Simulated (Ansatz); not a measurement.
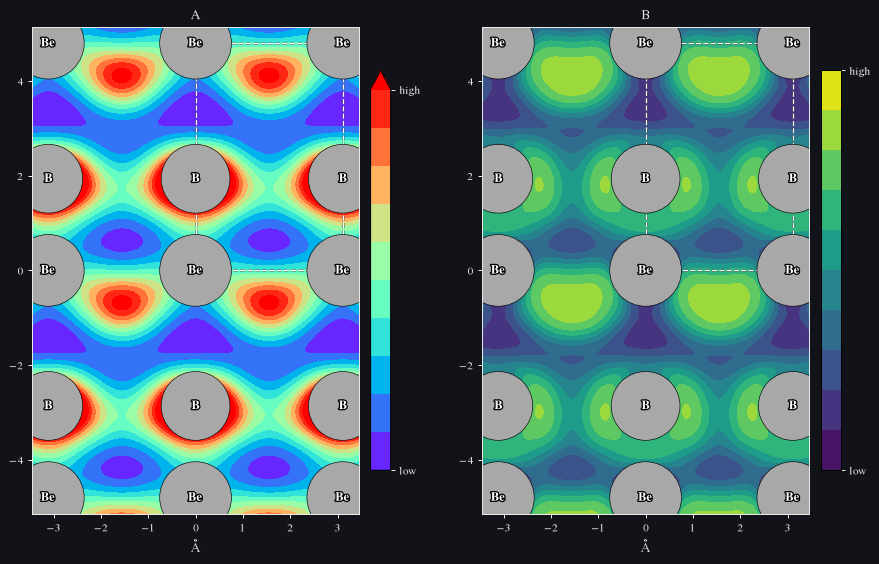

Be$_{2}$B$_{3}$: 2 fields on the (010) plane of the conventional cell, with unlabelled colour scales. Grey discs cover the atomic cores.

Space group P-3m1; started from the A-type sesquioxide_164 prototype, which need not be the ambient phase; computed without spin polarisation.

These are results of Ansatz, DFT PBE, scalar-relativistic, plane waves, PAW, not measurements.

Question: Which field does each panel show? The fields are: electron localisation function and valence pseudo-density.

Answer: Panel A: valence pseudo-density. Panel B: electron localisation function. From the grid: Be–B (1.94 Å): ρ at the midpoint is about 0.4 e/Å³; the ELF peaks at about 0.65 in the valence shell of B, 0.9 Å from its nucleus, and is about 0.65 at the midpoint.
